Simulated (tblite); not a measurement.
**Geometry relaxation, with input and output: C₇H₁₂ (charge +1) (part 4 of 4)**

C₇H₁₂, charge +1, multiplicity 2, SMILES CC[C+]=[C]CCC; GFN2-xTB geometry optimisation, gas phase (tblite 0.8.0). It belongs to a series of runs on one base structure; here: electron removed.

Geometry of the input (Å):
```
C  -2.8233  0.7971  0.4588
C  -2.5516  -0.6753  0.3031
C  -1.1907  -0.9376  -0.1843
C  -0.1132  -1.2595  -0.7925
C  1.2632  -0.9396  -0.4027
C  1.4802  0.4377  0.1316
C  2.9849  0.5272  0.4376
H  -2.2670  1.2813  1.2921
H  -2.6773  1.2891  -0.5173
H  -3.9462  0.8615  0.6589
H  -3.3434  -1.0428  -0.4052
H  -2.7505  -1.2216  1.2631
H  1.8655  -0.9918  -1.3485
H  1.7468  -1.7158  0.2480
H  0.9784  0.6625  1.0898
H  1.2552  1.2350  -0.6121
H  3.4260  1.0294  -0.4521
H  3.2046  1.1388  1.3089
H  3.4486  -0.4663  0.5457
```

## Trajectory as extended XYZ, continued
```
19
Properties=species:S:1:pos:R:3:forces:R:3 step=85 energy=-559.62755
C    -3.4103    0.6575    0.4133    0.0050   0.0020  -0.0010
C    -2.7900   -0.6930    0.1082   -0.0080  -0.0040   0.0050
C    -1.3733   -0.7025   -0.0129   -0.0200   0.0060   0.0100
C    -0.1582   -0.7196   -0.1109   -0.0030   0.0100  -0.0070
C     1.2607   -0.7312   -0.2165   -0.0080   0.0030  -0.0020
C     1.9626    0.5039    0.3277   -0.0030  -0.0030   0.0020
C     3.4716    0.4351    0.2215    0.0000   0.0020  -0.0060
H    -2.9574    1.1142    1.2924   -0.0010  -0.0050   0.0030
H    -3.2622    1.3469   -0.4185    0.0080   0.0010   0.0030
H    -4.4780    0.5471    0.5828    0.0170   0.0010  -0.0090
H    -3.2272   -1.1264   -0.8044   -0.0010  -0.0070  -0.0080
H    -3.0601   -1.4164    0.8956   -0.0050  -0.0130   0.0010
H     1.5126   -0.8562   -1.2825    0.0020  -0.0110   0.0030
H     1.6412   -1.6513    0.2527    0.0050   0.0140   0.0080
H     1.6810    0.6374    1.3796   -0.0050   0.0070  -0.0020
H     1.5950    1.3987   -0.1878    0.0090   0.0020   0.0050
H     3.8007    0.3354   -0.8125   -0.0020   0.0040  -0.0040
H     3.9119    1.3446    0.6212    0.0090  -0.0110   0.0050
H     3.8695   -0.4150    0.7738    0.0030   0.0000  -0.0060
19
Properties=species:S:1:pos:R:3:forces:R:3 step=87 energy=-559.62774
C    -3.4139    0.6563    0.4129    0.0120   0.0000   0.0010
C    -2.7903   -0.6919    0.1059   -0.0200  -0.0120  -0.0010
C    -1.3738   -0.6993   -0.0125   -0.0080   0.0060  -0.0010
C    -0.1585   -0.7153   -0.1081   -0.0130   0.0050  -0.0050
C     1.2603   -0.7298   -0.2127   -0.0060   0.0090  -0.0020
C     1.9652    0.5048    0.3277    0.0070   0.0070   0.0140
C     3.4740    0.4341    0.2188   -0.0100  -0.0020   0.0090
H    -2.9656    1.1099    1.2958    0.0000  -0.0020   0.0060
H    -3.2625    1.3491   -0.4151    0.0020   0.0030  -0.0010
H    -4.4817    0.5424    0.5778    0.0080   0.0080  -0.0110
H    -3.2279   -1.1266   -0.8065    0.0130   0.0030   0.0020
H    -3.0584   -1.4162    0.8928   -0.0130  -0.0220   0.0100
H     1.5116   -0.8584   -1.2777    0.0080  -0.0110  -0.0180
H     1.6388   -1.6496    0.2580    0.0060   0.0100   0.0150
H     1.6852    0.6407    1.3797   -0.0030   0.0040   0.0030
H     1.5992    1.4001   -0.1872   -0.0010   0.0070  -0.0060
H     3.8011    0.3349   -0.8153    0.0010   0.0030  -0.0190
H     3.9169    1.3420    0.6192    0.0060  -0.0110   0.0050
H     3.8704   -0.4178    0.7692    0.0100  -0.0050  -0.0010
19
Properties=species:S:1:pos:R:3:forces:R:3 step=90 energy=-559.62844
C    -3.4231    0.6523    0.4123    0.0010  -0.0040   0.0080
C    -2.7922   -0.6907    0.1024   -0.0030  -0.0160   0.0010
C    -1.3756   -0.6871   -0.0076    0.0280  -0.0250  -0.0200
C    -0.1602   -0.7039   -0.1015   -0.0100   0.0030   0.0050
C     1.2584   -0.7241   -0.2008    0.0080   0.0090  -0.0060
C     1.9709    0.5108    0.3283    0.0130   0.0130  -0.0050
C     3.4785    0.4283    0.2101    0.0030  -0.0060   0.0130
H    -2.9939    1.0941    1.3104    0.0080   0.0070   0.0080
H    -3.2578    1.3567   -0.4030   -0.0040  -0.0020   0.0020
H    -4.4918    0.5297    0.5574   -0.0330   0.0300  -0.0130
H    -3.2201   -1.1246   -0.8154    0.0110   0.0100   0.0150
H    -3.0582   -1.4199    0.8858   -0.0210  -0.0190  -0.0020
H     1.5147   -0.8690   -1.2627    0.0000   0.0010  -0.0200
H     1.6317   -1.6408    0.2805   -0.0010   0.0100   0.0250
H     1.6962    0.6587    1.3804    0.0020  -0.0100  -0.0070
H     1.6105    1.4050   -0.1922   -0.0140   0.0070  -0.0090
H     3.8003    0.3408   -0.8272   -0.0120  -0.0040  -0.0080
H     3.9322    1.3271    0.6181    0.0070  -0.0030   0.0140
H     3.8698   -0.4340    0.7477    0.0160   0.0010  -0.0030
19
Properties=species:S:1:pos:R:3:forces:R:3 step=92 energy=-559.62895
C    -3.4223    0.6509    0.4129   -0.0140  -0.0050   0.0050
C    -2.7938   -0.6937    0.1038    0.0210   0.0030   0.0160
C    -1.3766   -0.6878   -0.0026    0.0150  -0.0390  -0.0110
C    -0.1613   -0.7023   -0.0971    0.0080   0.0020  -0.0010
C     1.2575   -0.7220   -0.1966    0.0110  -0.0050  -0.0070
C     1.9713    0.5150    0.3267   -0.0040   0.0010  -0.0280
C     3.4781    0.4261    0.2079    0.0210   0.0060  -0.0080
H    -2.9994    1.0866    1.3172    0.0040   0.0070   0.0010
H    -3.2466    1.3581   -0.3983   -0.0010  -0.0070   0.0110
H    -4.4931    0.5332    0.5474   -0.0260   0.0260  -0.0100
H    -3.2137   -1.1227   -0.8193   -0.0110  -0.0010   0.0100
H    -3.0658   -1.4250    0.8839   -0.0100  -0.0040  -0.0240
H     1.5161   -0.8738   -1.2579   -0.0130   0.0080   0.0070
H     1.6301   -1.6367    0.2901   -0.0050   0.0180   0.0210
H     1.6957    0.6712    1.3775    0.0050  -0.0180  -0.0140
H     1.6125    1.4060   -0.2014   -0.0040   0.0030   0.0040
H     3.7990    0.3529   -0.8319   -0.0170  -0.0070   0.0220
H     3.9355    1.3180    0.6269    0.0130   0.0010   0.0140
H     3.8670   -0.4447    0.7336    0.0060   0.0080  -0.0080
19
Properties=species:S:1:pos:R:3:forces:R:3 step=95 energy=-559.62976
C    -3.4221    0.6482    0.4141   -0.0040   0.0070   0.0010
C    -2.7964   -0.6986    0.1047    0.0050   0.0140   0.0100
C    -1.3784   -0.6961    0.0026   -0.0090  -0.0140   0.0000
C    -0.1627   -0.6972   -0.0883    0.0040  -0.0120  -0.0080
C     1.2562   -0.7187   -0.1904    0.0020  -0.0050  -0.0020
C     1.9740    0.5205    0.3216   -0.0090   0.0000  -0.0020
C     3.4809    0.4255    0.2051    0.0010   0.0090  -0.0060
H    -3.0045    1.0752    1.3259   -0.0220  -0.0020  -0.0130
H    -3.2302    1.3592   -0.3902    0.0060  -0.0070   0.0110
H    -4.4972    0.5425    0.5321    0.0230   0.0000   0.0030
H    -3.2125   -1.1222   -0.8228   -0.0110   0.0020   0.0020
H    -3.0781   -1.4336    0.8775    0.0010   0.0000  -0.0130
H     1.5107   -0.8793   -1.2513   -0.0040   0.0030   0.0100
H     1.6280   -1.6288    0.3055   -0.0020   0.0130   0.0080
H     1.6970    0.6844    1.3706    0.0090  -0.0150   0.0020
H     1.6173    1.4091   -0.2118    0.0040   0.0030  -0.0020
H     3.7973    0.3678   -0.8366    0.0130   0.0030   0.0090
H     3.9438    1.3071    0.6403    0.0030   0.0010  -0.0090
H     3.8673   -0.4558    0.7144   -0.0080   0.0000  -0.0020
19
Properties=species:S:1:pos:R:3:forces:R:3 step=97 energy=-559.62994
C    -3.4286    0.6463    0.4142    0.0060   0.0050   0.0010
C    -2.7965   -0.6967    0.1030   -0.0100  -0.0020  -0.0030
C    -1.3785   -0.6921    0.0027   -0.0020  -0.0040  -0.0040
C    -0.1626   -0.6919   -0.0860   -0.0040  -0.0100  -0.0010
C     1.2563   -0.7166   -0.1857   -0.0010   0.0020   0.0010
C     1.9780    0.5223    0.3209    0.0020   0.0040   0.0060
C     3.4848    0.4239    0.2013   -0.0080  -0.0010   0.0020
H    -3.0202    1.0695    1.3315   -0.0160   0.0010  -0.0010
H    -3.2319    1.3627   -0.3836    0.0070  -0.0010  -0.0020
H    -4.5039    0.5366    0.5229    0.0110  -0.0010   0.0040
H    -3.2117   -1.1209   -0.8251   -0.0010   0.0100   0.0020
H    -3.0767   -1.4348    0.8727   -0.0040  -0.0070   0.0030
H     1.5101   -0.8840   -1.2452    0.0060   0.0000  -0.0030
H     1.6245   -1.6242    0.3168    0.0020   0.0040   0.0060
H     1.7046    0.6873    1.3706    0.0070  -0.0090   0.0050
H     1.6227    1.4114   -0.2122   -0.0030   0.0020  -0.0030
H     3.7983    0.3678   -0.8408    0.0180   0.0050  -0.0060
H     3.9518    1.3027    0.6379   -0.0030   0.0030  -0.0100
H     3.8697   -0.4601    0.7070   -0.0080  -0.0010   0.0010
19
Properties=species:S:1:pos:R:3:forces:R:3 step=100 energy=-559.63006
C    -3.4317    0.6453    0.4143    0.0020  -0.0030  -0.0010
C    -2.7971   -0.6963    0.1030    0.0020  -0.0060   0.0000
C    -1.3790   -0.6905    0.0035    0.0000  -0.0010   0.0000
C    -0.1630   -0.6901   -0.0849   -0.0020   0.0000   0.0030
C     1.2562   -0.7151   -0.1824   -0.0030  -0.0020   0.0010
C     1.9800    0.5244    0.3202    0.0000  -0.0020  -0.0070
C     3.4864    0.4225    0.1984    0.0030  -0.0010  -0.0060
H    -3.0327    1.0655    1.3365    0.0060   0.0070   0.0140
H    -3.2298    1.3648   -0.3789    0.0080   0.0040  -0.0070
H    -4.5070    0.5340    0.5161   -0.0100  -0.0030  -0.0030
H    -3.2093   -1.1183   -0.8272   -0.0080   0.0050  -0.0040
H    -3.0781   -1.4370    0.8700   -0.0030  -0.0010   0.0000
H     1.5118   -0.8878   -1.2407    0.0060  -0.0010   0.0020
H     1.6221   -1.6203    0.3260    0.0050  -0.0020   0.0020
H     1.7099    0.6903    1.3706    0.0010  -0.0010   0.0000
H     1.6255    1.4126   -0.2150   -0.0040   0.0000   0.0080
H     3.8007    0.3712   -0.8441    0.0050   0.0000   0.0010
H     3.9561    1.2985    0.6374   -0.0020   0.0060  -0.0020
H     3.8693   -0.4647    0.7000   -0.0060   0.0030   0.0000
19
Properties=species:S:1:pos:R:3:forces:R:3 step=102 energy=-559.63013
C    -3.4279    0.6462    0.4146   -0.0020  -0.0010   0.0010
C    -2.7978   -0.6981    0.1041    0.0050   0.0020   0.0030
C    -1.3796   -0.6953    0.0042   -0.0020   0.0010   0.0010
C    -0.1636   -0.6933   -0.0848    0.0030   0.0000   0.0000
C     1.2558   -0.7161   -0.1834   -0.0010  -0.0040   0.0000
C     1.9783    0.5244    0.3189   -0.0030  -0.0030  -0.0050
C     3.4849    0.4238    0.1992    0.0030   0.0020  -0.0050
H    -3.0276    1.0670    1.3362    0.0070   0.0010   0.0020
H    -3.2242    1.3633   -0.3808    0.0040   0.0010   0.0050
H    -4.5037    0.5385    0.5178   -0.0020  -0.0030  -0.0080
H    -3.2116   -1.1175   -0.8266   -0.0070   0.0010  -0.0030
H    -3.0814   -1.4383    0.8707   -0.0010   0.0020  -0.0030
H     1.5115   -0.8869   -1.2421    0.0010  -0.0030   0.0040
H     1.6242   -1.6207    0.3243    0.0020  -0.0030  -0.0010
H     1.7072    0.6895    1.3693    0.0010   0.0020  -0.0010
H     1.6234    1.4122   -0.2165   -0.0040   0.0020   0.0080
H     3.8024    0.3751   -0.8424   -0.0010  -0.0020  -0.0030
H     3.9530    1.2996    0.6403   -0.0020   0.0050   0.0010
H     3.8669   -0.4640    0.7000   -0.0020   0.0010   0.0020
```

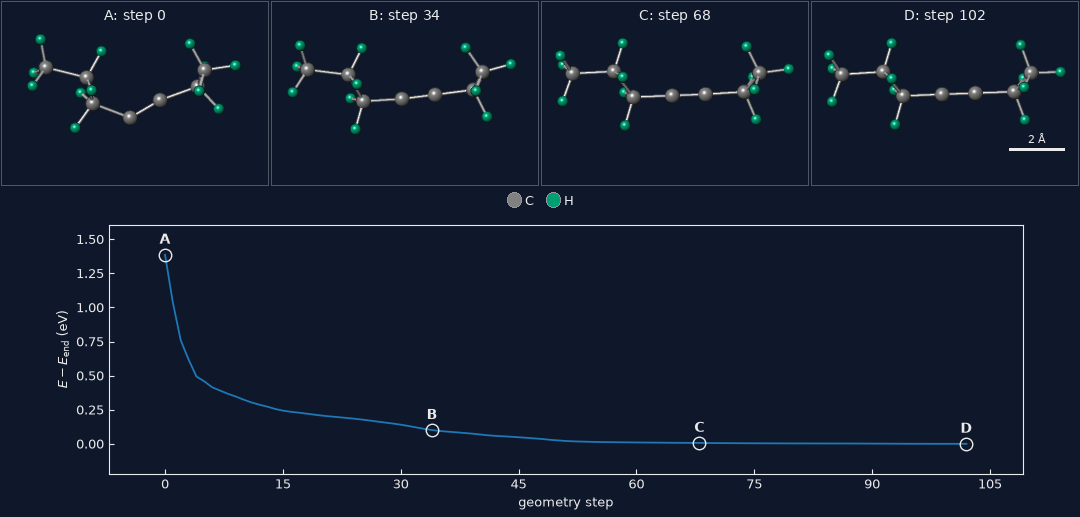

**Figure 1.** Frames of the relaxation (ball-and-stick view, seen at a tilt) above the curves, on which the letters mark them (steps are counted from 0).

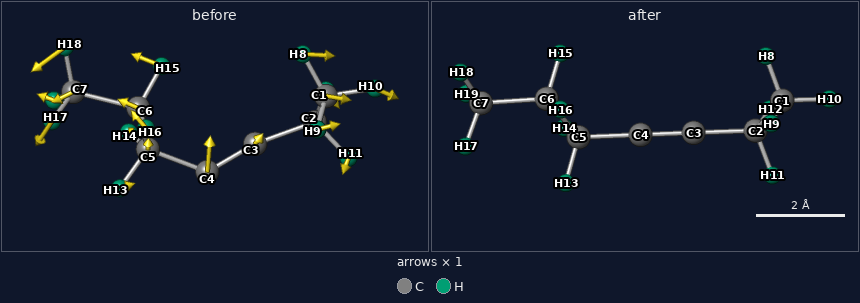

**Figure 2.** Before (left) and after (right) the relaxation, at one scale (ball-and-stick view, seen at a tilt). The yellow arrows give the displacements, at true length. The atom that moves furthest after the best rigid fit is H18 (1.03 Å). Largest moves by element: H 1.03 Å, C 0.91 Å. Distances before and after: C3–C4 1.278 → 1.219 Å, C1–H10 1.142 → 1.086 Å, C2–C3 1.469 → 1.422 Å, C5–C6 1.493 → 1.521 Å. Among the angles that change: C3–C4–C5 127.6° → 179.0°, C2–C3–C4 169.6° → 179.8°, C5–C6–C7 105.5° → 113.1°. After 102 geometry steps the energy has fallen by 1.386 eV. The largest force component goes from 3.8 to 0.008 eV/Å. (Atoms are counted from 1 in the order of the input.)

## Key numbers

- outcome: converged
- total energy: −559.6301 eV
- wall time: 0.57 s
- peak memory: 0.18 GiB
